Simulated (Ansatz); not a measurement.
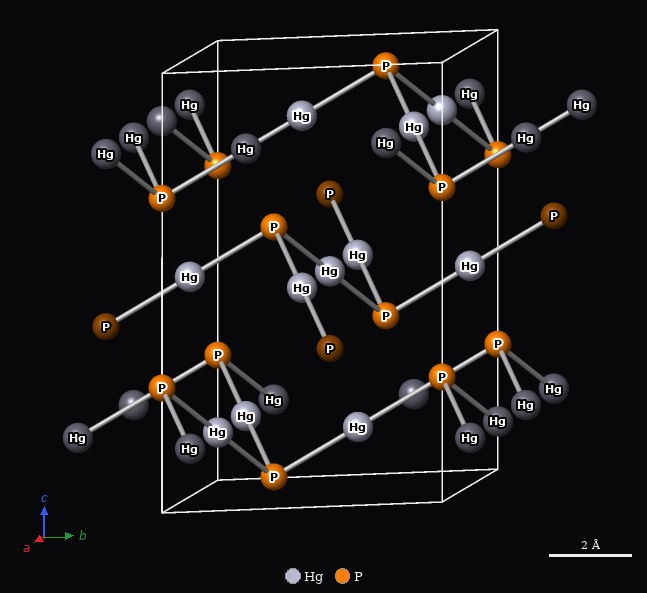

An orthographic ball-and-stick view of the structure, slightly off an axis. The wireframe shows the conventional unit cell. Atoms outside the box are added where they are bonded to one inside, in fainter colours.

Hg₃P₂, space group R-3m (No. 166), a = 7.237 Å, b = 7.237 Å, c = 10.798 Å, α = 90.00°, β = 90.00°, γ = 120.00°. The initial geometry was a structure type filled with these elements by a generator (whether the compound takes this form wasn't checked). Earlier steps of the study may have refined or changed the cell and positions. A calculation with Ansatz used it as input.

This one geometry was computed with Ansatz (DFT, plane waves, PAW) at three levels of theory: PBE with spin-orbit coupling, PBE and LDA.

Question: Which level gives the highest pressure at this volume, and what does that say about its equilibrium volume?

Answer: Highest: PBE (0.0 GPa), which points to the largest equilibrium volume. Lowest, with the smallest volume: LDA (-3.5 GPa). Levels within 0.5 GPa of each other can't be told apart.

Question: How does the band gap change with the level of theory?

Answer: LDA: a gap of 1.62 eV, indirect; PBE with spin-orbit coupling: a gap of 1.66 eV, indirect; PBE: a gap of 1.80 eV, indirect.

Question: Collect the results in a table.

Answer:
| level | cutoff (eV) | k-mesh of the run's cell | gap (eV) | pressure (GPa) |
| --- | --- | --- | --- | --- |
| PBE with spin-orbit coupling | 420 | 6×6×6 | 1.66 | -0.5 |
| PBE | 420 | 6×6×6 | 1.80 | 0.0 |
| LDA | 420 | 6×6×6 | 1.62 | -3.5 |

Gaps are taken on the k-mesh or band path of each run.
